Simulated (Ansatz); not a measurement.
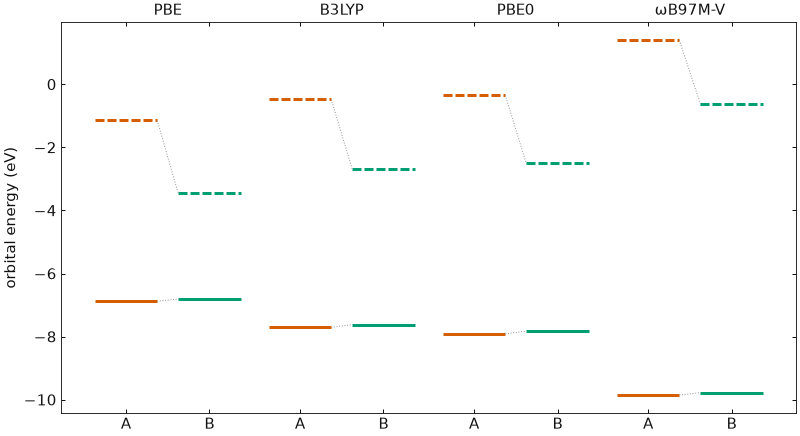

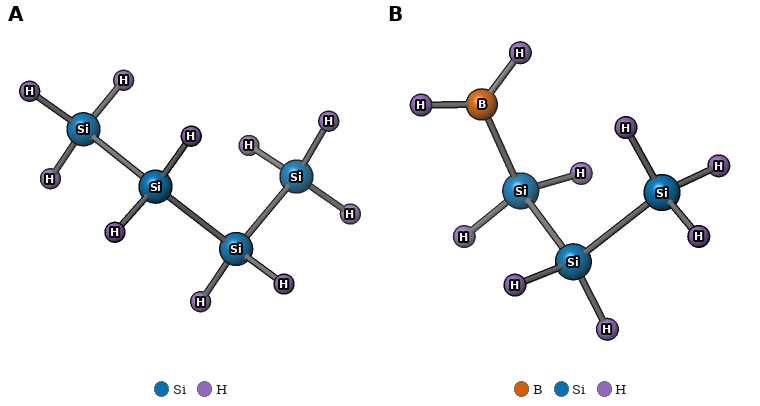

One change: A, Si₄H₁₀ (SMILES [SiH3][SiH2][SiH2][SiH3]), becomes B, BSi₃H₉ (SMILES B[SiH2][SiH2][SiH3]). SiH₃ on Si is replaced by BH₂. HOMO (solid) and LUMO (dashed) computed in def2-TZVPP at PBE0-D4/def2-TZVP geometries, both minima by their frequencies, gas phase, the Ansatz code. Empty levels above zero depend strongly on the basis.

What does the change do to HOMO and LUMO?

PBE: the HOMO rises by 0.07 eV, the LUMO falls by 2.30 eV, and the separation goes from 5.73 to 3.37 eV. B3LYP: the HOMO rises by 0.08 eV, the LUMO falls by 2.21 eV, and the separation goes from 7.23 to 4.94 eV. PBE0: the HOMO rises by 0.09 eV, the LUMO falls by 2.16 eV, and the separation goes from 7.57 to 5.32 eV. ωB97M-V: the HOMO rises by 0.08 eV, the LUMO falls by 2.01 eV, and the separation goes from 11.25 to 9.16 eV.

Do the functionals agree on the effect?

They agree on the direction for both levels; the HOMO shift lies between 0.07 and 0.09 eV and the LUMO shift between −2.30 and −2.01 eV, while the separations themselves differ by up to 5.8 eV between functionals.

Note: one conformer of each flexible molecule.
